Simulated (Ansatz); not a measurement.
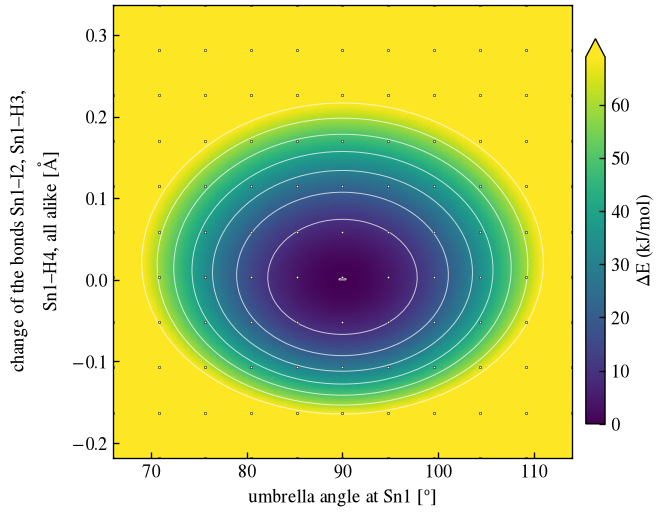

H₂ISn, SMILES [SnH2+][I], charge +1. First axis: umbrella angle at Sn1 (between each of its bonds and their common axis; 90 is planar). Second axis: change of the bonds Sn1–I2, Sn1–H3, Sn1–H4, all alike. Nothing is relaxed (all other coordinates rigid). Grid: 11 × 11 points; 66 points were computed and 55 follow by symmetry. Points are written as (first, second). All energies are given in kJ/mol relative to the lowest grid point. Theory: RKS r2SCAN-D4/def2-TZVP (Ansatz 0.2.0).

The picture shows a smooth colour map with a few white contour lines, dots at the grid points, one colour for all values above the top of the scale. Between grid points the surface is interpolated.

### Where is the minimum, and how stiff is the well along each coordinate?

The interpolated minimum is at the first coordinate ≈ 90.0°, the second coordinate ≈ 0.000 Å. The curvatures there are about 11 eV/rad² and 42 eV/Å², with a cross term of about 0 eV/(rad·Å). Round the minimum the two coordinates are nearly uncoupled. (1 eV is 96.5 kJ/mol.)
